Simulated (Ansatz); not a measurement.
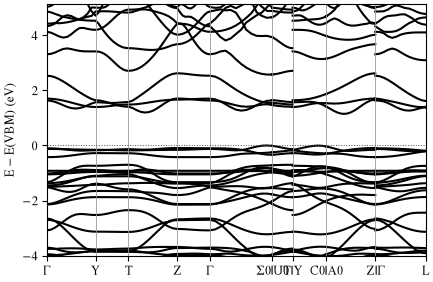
Fig. 1. Band structure from r²SCAN (plane waves, PAW; program Ansatz)

Problem. Read off the gap and where the band edges lie.

Solution. About 1.1 eV (1.15 eV by a search for the band edges); maximum on the Γ–Σ0 line, 91 % of the way from Γ, minimum on the A0–Z line, 35 % of the way from A0.

The material is Cs₂Ni₃S₄ in space group Fmmm (No. 69; Cs on 8i, Ni on 4a, Ni on 8e, S on 16m).

The first step of the workflow began from a Materials Project structure, measured or hypothetical; the Crystallography Open Database copy checked does not list it. Its standing as an ambient phase is unchecked. Symmetry was held in the r²SCAN relaxation; whether a distortion lowers the energy is not shown. No spin polarisation was allowed. Spin–orbit coupling is left out wherever it is not named.

Potentials: the later of the program's two PAW sets.
